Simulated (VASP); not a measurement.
Band structure of HfC (rock salt). Calculation: vdW-DF-cx, VASP's PBE PAW potentials (set 64) (plane waves; VASP).

Unless said otherwise, spin-orbit coupling is left out, though it shifts the bands of the heavy elements here.

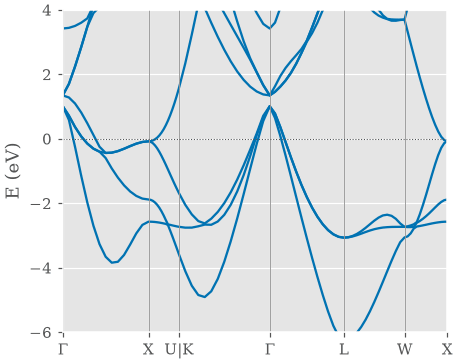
Bands along high-symmetry lines, zero at the valence-band maximum or, without a gap, the Fermi level

Read the plot: is there a gap, and where are the band edges?

It has no gap at this level: it comes out as a metal or semimetal. (Edges off the drawn lines would not show.)

The compound is HfC in the rock salt structure. It was relaxed first.
